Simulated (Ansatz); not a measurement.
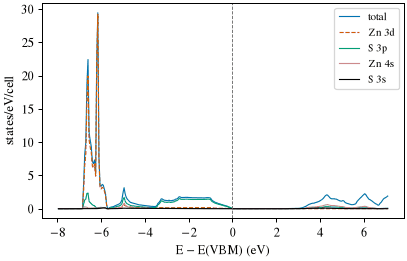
Figure: Total and projected density of states of ZnS (zinc blende, F-43m), LDA in the plane-wave PAW code Ansatz

### Question
Which orbitals carry the states next to the gap?

### Answer
Top 1 eV of the valence band: S 3p 87 %, Zn 3d 10 %. Bottom 1 eV of the conduction band: Zn 4s 53 %, S 3s 28 %, S 3p 14 %. Projections are on Löwdin-orthogonalised atomic valence shells; empty p or d shells of many metals are not among them.

### Question
Where is the tallest occupied peak in this window, and what makes it?

### Answer
Near -6.2 eV, about 29 states/eV per cell; the largest projected share is Zn 3d.

Symmetry was held in the LDA relaxation; phonons on a q-mesh show no instability.

Potentials: the later of the program's two PAW sets.
